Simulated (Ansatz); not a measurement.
Run report: C₃H₉BSi, geometry relaxation (part 2 of 2)

Continued. System: C₃H₉BSi. Method: RKS PBE/cc-pVDZ (Ansatz 0.2.0). It belongs to a series of runs on one base structure; here: end point B relaxed.

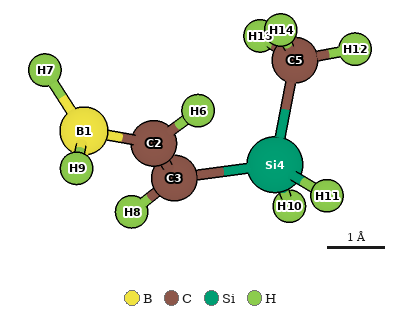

**Figure 1.** The geometry at step 27 of the log (ball-and-stick view, seen at a tilt; atoms are numbered from 1 in the order of the input).

```
1454 factors; their error is unknown
mean field -11800.54358727 eV, -433.6619781366 hartree, gradient 1.9e-5 eV, S^2 0.000000; 1 other end points of the search recorded, 0 dependent functions left out
the calculation of the forces begins
reference -11800.54363120 eV, -433.6619797509 hartree; 23, 23 occupied and 96, 96 virtual orbitals, 1454 factors
Total energy: -11800.54363120 eV, -433.6619797509 hartree
Atom 0 at    -0.236353     1.629763     2.359172 Å, force    -0.011349     0.003283    -0.001088 eV/Å
Atom 1 at    -0.064895     0.946820     0.983096 Å, force    -0.006647     0.006843     0.000473 eV/Å
Atom 2 at     0.258254    -0.377380     0.871818 Å, force     0.007000    -0.001428     0.005254 eV/Å
Atom 3 at     0.494430    -1.342142    -0.746317 Å, force    -0.003339    -0.001650     0.001341 eV/Å
Atom 4 at     0.247820    -0.250727    -2.273789 Å, force    -0.001916     0.001398    -0.000460 eV/Å
Atom 5 at    -0.205969     1.521725     0.047344 Å, force     0.004419     0.001488     0.000753 eV/Å
Atom 6 at    -0.530942     2.806869     2.458148 Å, force     0.008129    -0.016200    -0.003564 eV/Å
Atom 7 at     0.394728    -0.936738     1.819800 Å, force    -0.001663     0.001121    -0.003484 eV/Å
Atom 8 at    -0.074860     0.965911     3.368085 Å, force     0.003332     0.005026     0.000170 eV/Å
Atom 9 at    -0.485408    -2.496283    -0.745123 Å, force     0.001380    -0.000045    -0.001198 eV/Å
Atom 10 at     1.883997    -1.942642    -0.731499 Å, force    -0.000047     0.000870     0.000395 eV/Å
Atom 11 at     0.389867    -0.847380    -3.197168 Å, force     0.000668    -0.000725     0.000289 eV/Å
Atom 12 at    -0.774430     0.177752    -2.295351 Å, force     0.000163    -0.000102     0.000107 eV/Å
Atom 13 at     0.977122     0.584082    -2.287976 Å, force    -0.000130     0.000122     0.001012 eV/Å
Dipole moment:     0.027655    -0.101212    -0.330305 e Å
```

## Trajectory as extended XYZ (Å, eV, eV/Å), 8 of the 47 frames kept, from step=1 to step=47
```
14
Properties=species:S:1:pos:R:3:forces:R:3 step=1 energy=-11795.73380
B     0.3447    1.4518    1.4384   -0.8455   4.6557  -0.6196
C    -0.1452    0.0697    0.9354   -0.7076  -1.3198  -0.5017
C    -1.2334   -0.5406    1.4596    2.0346   0.6058   1.9994
Si    0.8561   -0.7011   -0.4644   -2.4856  -0.7697  -0.6089
C     0.0193   -0.1901   -2.0966   -1.2755   0.7463   1.0313
H     1.2150    2.0599    0.9228    0.6991   0.0116  -0.4947
H    -0.2620    2.0396    2.3036   -0.3575  -0.0118   0.0000
H    -1.4797   -1.5000    1.1093   -2.1698  -1.3728  -1.7969
H     0.5220    0.4014    1.9223    0.9215  -2.1649   1.8725
H     0.7145   -2.1745   -0.3190    0.1413  -0.4609   0.0507
H     2.1797   -0.2882   -0.4035    2.5428   0.7116   0.0849
H     0.5885   -0.6440   -2.9021    0.1411  -0.2133  -0.7626
H    -1.0931   -0.4773   -2.1234    1.2452   0.0641  -0.0390
H     0.0470    0.9330   -2.1522    0.1159  -0.4817  -0.2152
14
Properties=species:S:1:pos:R:3:forces:R:3 step=8 energy=-11797.65621
B     0.2909    1.4283    1.2910    0.4437  -0.6586   0.5807
C    -0.1979   -0.0420    1.1351   -1.0210  -0.6035   0.3483
C    -0.9730   -1.0209    1.5992    1.2874   0.9344  -0.4026
Si    0.7835   -0.7340   -0.4074    0.2663  -0.2688   0.0645
C     0.0090   -0.0534   -1.9784   -0.1070   0.1294   0.0331
H     1.1789    1.7783    0.5678    0.2013   0.3000  -0.3090
H    -0.5033    2.1747    1.8187    0.0443   0.0611   0.0955
H    -1.7746   -1.3581    0.9470   -0.6614  -0.5003  -0.2450
H     0.9489    0.5416    2.0775   -0.3225   0.7319  -0.0157
H     0.7765   -2.2438   -0.4169   -0.0626  -0.0143  -0.0347
H     2.1931   -0.2710   -0.1299   -0.0682  -0.0967  -0.0446
H     0.4580   -0.5361   -2.8709    0.0132   0.0170   0.0477
H    -1.0801   -0.2681   -1.9770    0.0399   0.0466  -0.0585
H     0.1635    1.0442   -2.0257   -0.0534  -0.0783  -0.0596
14
Properties=species:S:1:pos:R:3:forces:R:3 step=14 energy=-11799.02432
B     0.4000    1.4841    1.4043    0.0368  -0.2592   0.0365
C    -0.2888    0.1007    1.2251   -0.0612   0.5477   0.5000
C    -0.8188   -1.0387    1.0972   -0.0638  -0.3551  -0.3313
Si    0.5604   -0.9856   -0.4517    0.4109  -0.5621   0.9122
C     0.0580    0.0260   -1.8902   -0.3348   0.4009  -1.1832
H     0.9319    1.8659    0.3613   -0.0293   0.0266  -0.0025
H    -0.5220    2.2386    1.7158   -0.0632   0.0618   0.0052
H    -1.4400   -1.9296    1.1805    0.0523   0.1820   0.0959
H     1.2366    1.3226    2.2953    0.0086   0.0598   0.0000
H     0.3596   -2.4726   -0.6744   -0.0654   0.0417  -0.1957
H     1.9634   -0.8401    0.0620    0.0158   0.0580  -0.1034
H     0.6496   -0.3099   -2.7717   -0.1125  -0.0301  -0.0067
H    -1.0178   -0.1425   -2.1134    0.0850  -0.0866  -0.0465
H     0.2013    1.1206   -1.8098    0.1208  -0.0855   0.3197
14
Properties=species:S:1:pos:R:3:forces:R:3 step=21 energy=-11799.65896
B     0.1408    1.7056    2.0831   -0.4421   0.2221  -0.0972
C    -0.1621    0.3643    1.5152    0.5814   1.0387  -0.1937
C    -0.3266   -0.7622    0.8633   -0.3055  -0.3897   0.1482
Si    0.4990   -1.3215   -0.7508    0.1113  -0.0807   0.0999
C     0.0742   -0.1833   -2.1934    0.0210   0.2092  -0.0306
H     0.6806    1.5427    0.8498   -0.3155  -0.5748   0.3525
H    -0.7222    2.5815    1.9207    0.3416  -0.2685   0.0549
H    -0.9983   -1.4696    1.4005    0.1486   0.0228  -0.1301
H     1.0429    1.8470    2.8916   -0.0592  -0.0655  -0.0726
H     0.0526   -2.7456   -0.9847    0.0097   0.0426  -0.0328
H     1.9923   -1.3053   -0.4995   -0.0550  -0.0223  -0.0671
H     0.6581   -0.4703   -3.0918   -0.0222  -0.0075   0.0003
H    -1.0053   -0.2069   -2.4439    0.0255  -0.0276   0.0241
H     0.3473    0.8633   -1.9298   -0.0398  -0.0988  -0.0557
14
Properties=species:S:1:pos:R:3:forces:R:3 step=27 energy=-11800.03135 accepted=F
B    -0.0535    1.7202    2.3198   -0.2169   0.3580  -0.8395
C     0.1801    0.6127    1.2107   -0.9519  -0.4799   0.9864
C    -0.2052   -0.6594    0.8486    0.2594   1.0523   0.4109
Si    0.5067   -1.3702   -0.7602   -0.2834   0.0019   0.0049
C     0.0712   -0.2174   -2.2073   -0.0398   0.0169  -0.0249
H     0.8883    1.1196    0.5336    0.4692   0.2692  -0.4641
H    -0.9006    2.6649    2.0977    0.7274  -1.0399   0.3043
H    -0.9159   -1.2110    1.5027    0.1688   0.1212  -0.1727
H     0.7618    1.8882    3.2374   -0.3907  -0.1887  -0.2414
H     0.0053   -2.7703   -1.0229   -0.0449  -0.0158   0.0244
H     1.9968   -1.4292   -0.6320    0.2949  -0.0444   0.0153
H     0.5713   -0.5248   -3.1484    0.0010  -0.0268   0.0257
H    -1.0245   -0.2028   -2.3787    0.0148   0.0029  -0.0062
H     0.3915    0.8191   -1.9708   -0.0079  -0.0269  -0.0231
14
Properties=species:S:1:pos:R:3:forces:R:3 step=34 energy=-11800.22078
B    -0.1332    1.6498    2.3983    0.0379   0.2080  -0.0486
C     0.2508    0.8560    1.1248   -0.0550   0.0458  -0.0032
C    -0.0195   -0.4445    0.8371    0.0378  -0.0150   0.0248
Si    0.4875   -1.3294   -0.7603   -0.0297  -0.0732  -0.0081
C     0.1368   -0.2726   -2.2991    0.0156   0.0580  -0.0519
H     0.7927    1.4643    0.3578   -0.0554  -0.0697   0.0841
H    -1.1402    2.3447    2.4290    0.0564  -0.0953  -0.0215
H    -0.5744   -1.0339    1.5952    0.0657  -0.0003  -0.0399
H     0.5973    1.6835    3.3756   -0.0400  -0.0827  -0.0193
H    -0.2831   -2.6328   -0.8392    0.0313   0.0499  -0.0093
H     1.9647   -1.6811   -0.7310   -0.0554   0.0187   0.0285
H     0.4937   -0.7889   -3.2162   -0.0188   0.0366   0.0665
H    -0.9525   -0.0862   -2.4035    0.0517   0.0047   0.0050
H     0.6528    0.7109   -2.2382   -0.0421  -0.0854  -0.0071
14
Properties=species:S:1:pos:R:3:forces:R:3 step=40 energy=-11800.48559
B    -0.2089    1.6423    2.3206   -0.0141  -0.5298   0.2667
C     0.1451    0.9535    0.9891    0.0355  -0.0753  -0.1184
C     0.2661   -0.4072    0.8957    0.1800   0.0081   0.1930
Si    0.4561   -1.3526   -0.7379   -0.0525  -0.0415  -0.0252
C     0.2105   -0.2237   -2.2388    0.0234  -0.0034  -0.0302
H     0.1378    1.5304    0.0404   -0.0477  -0.0455   0.0794
H    -0.9337    2.6020    2.3232   -0.0626   0.3961   0.0310
H     0.2728   -0.9985    1.8435   -0.0123   0.1896  -0.2049
H     0.1286    1.1421    3.3919   -0.0373   0.1057  -0.2333
H    -0.5307   -2.4993   -0.7690   -0.0038   0.0020   0.0065
H     1.8420   -1.9640   -0.7620   -0.0002  -0.0021   0.0217
H     0.4171   -0.7881   -3.1711   -0.0132   0.0145   0.0077
H    -0.8290    0.1579   -2.2880   -0.0009  -0.0026   0.0082
H     0.8995    0.6448   -2.2073    0.0057  -0.0158  -0.0024
14
Properties=species:S:1:pos:R:3:forces:R:3 step=47 energy=-11800.54359
B    -0.2364    1.6298    2.3592   -0.0113   0.0033  -0.0011
C    -0.0649    0.9468    0.9831   -0.0066   0.0068   0.0005
C     0.2583   -0.3774    0.8718    0.0070  -0.0014   0.0053
Si    0.4944   -1.3421   -0.7463   -0.0033  -0.0016   0.0013
C     0.2478   -0.2507   -2.2738   -0.0019   0.0014  -0.0005
H    -0.2060    1.5217    0.0473    0.0044   0.0015   0.0008
H    -0.5309    2.8069    2.4581    0.0081  -0.0162  -0.0036
H     0.3947   -0.9367    1.8198   -0.0017   0.0011  -0.0035
H    -0.0749    0.9659    3.3681    0.0033   0.0050   0.0002
H    -0.4854   -2.4963   -0.7451    0.0014   0.0000  -0.0012
H     1.8840   -1.9426   -0.7315    0.0000   0.0009   0.0004
H     0.3899   -0.8474   -3.1972    0.0007  -0.0007   0.0003
H    -0.7744    0.1778   -2.2954    0.0002  -0.0001   0.0001
H     0.9771    0.5841   -2.2880   -0.0001   0.0001   0.0010
```

This output came from the following input.

## Input file
```yaml
crystal:
  periodic: [false, false, false]
  atoms:
    - { symbol: B, position_ang: [0.3447, 1.4518, 1.4384] }
    - { symbol: C, position_ang: [-0.1452, 0.0697, 0.9354] }
    - { symbol: C, position_ang: [-1.2334, -0.5406, 1.4596] }
    - { symbol: Si, position_ang: [0.8561, -0.7011, -0.4644] }
    - { symbol: C, position_ang: [0.0193, -0.1901, -2.0966] }
    - { symbol: H, position_ang: [1.215, 2.0599, 0.9228] }
    - { symbol: H, position_ang: [-0.262, 2.0396, 2.3036] }
    - { symbol: H, position_ang: [-1.4797, -1.5, 1.1093] }
    - { symbol: H, position_ang: [0.52196, 0.40143, 1.92234] }
    - { symbol: H, position_ang: [0.7145, -2.1745, -0.319] }
    - { symbol: H, position_ang: [2.1797, -0.2882, -0.4035] }
    - { symbol: H, position_ang: [0.5885, -0.644, -2.9021] }
    - { symbol: H, position_ang: [-1.0931, -0.4773, -2.1234] }
    - { symbol: H, position_ang: [0.047, 0.933, -2.1522] }
basis:
  gaussian: { orbitals: cc-pVDZ }
hamiltonian:
  xc: pbe
relax:
  f_tol: 0.02
  max_steps: 50
```

Command:
```bash
ansatz run input.yaml --threads 2 --pin off --max-ram 3072MiB --backend cpu --events-out ev --progress --plain --runs-dir out
```

## Key numbers

```tsv
quantity	value
outcome	converged
total energy	−11800.5436 eV
mean-field energy	−11800.5436 eV
largest force (length of the vector) at the end	0.018 eV/Å
hardware	2 threads of Arm Neoverse N1, 16 GiB of memory available, shared host
wall time	3.6 min (CPU time 6.9 min)
peak memory	0.17 GiB
```
